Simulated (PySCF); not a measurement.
SMILES Cc1ccc(Cl)cc1 at its GFN2-xTB optimised geometry (Å):

```
15

C      2.8094    -0.0064     0.0000
C      1.3113    -0.0064     0.0000
C      0.6046     1.1906     0.0000
C     -0.7778     1.2049     0.0197
C     -1.4674     0.0039     0.0401
Cl    -3.1985     0.0104     0.0617
C     -0.7864    -1.2016     0.0409
C      0.5968    -1.1976     0.0211
H      3.1985    -0.9466    -0.3826
H      3.1813     0.1261     1.0164
H      3.1960     0.8097    -0.6062
H      1.1430     2.1270    -0.0164
H     -1.3181     2.1386     0.0177
H     -1.3329    -2.1315     0.0554
H      1.1274    -2.1386     0.0211
```

Computed with PBE0/def2-TZVP (PySCF).

Map of the electrostatic potential (hartree/e), clipped to [-0.08, 0.12] on the plane z = 0.8 Å:

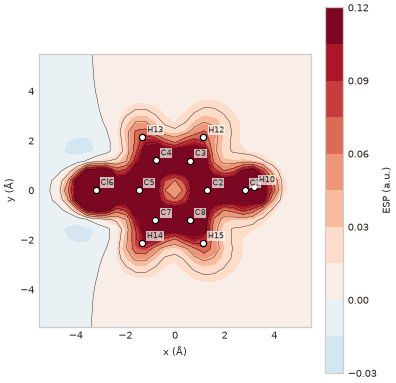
Fig. 1. Electrostatic potential (hartree/e), clipped to [-0.08, 0.12] on the plane z = 0.8 Å.
